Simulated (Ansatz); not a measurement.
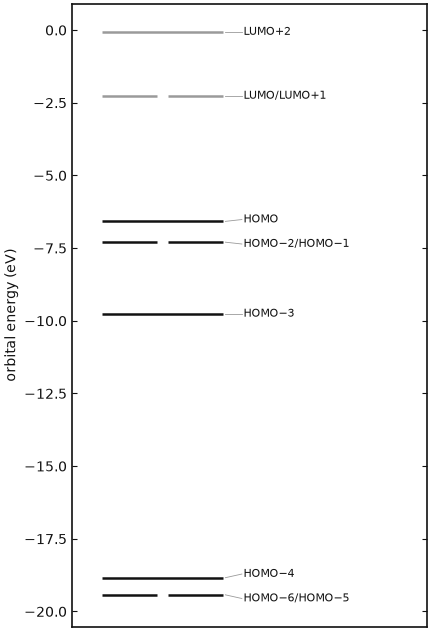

Kohn-Sham orbital energies near the frontier, r2SCAN/def2-TZVPP in the Ansatz code, at a PBE0-D4/def2-TZVP geometry (a minimum by its frequencies), isolated molecule; empty levels in grey, levels within 0.03 eV side by side.

Question: Which molecule has this level scheme?
A. InCl, singlet
B. SnH₄, SMILES [SnH4], singlet
C. NaI, singlet
D. C₃H₉ClGe, SMILES [CH3][Ge]([CH3])([CH3])[Cl], singlet

Answer: Option A. HOMO −6.58 eV, LUMO −2.26 eV, separation 4.32 eV.

Caveats: core potentials past krypton; spin-orbit coupling is left out, and with In it can shift these levels and split any degenerate set; empty levels above zero depend strongly on the basis.
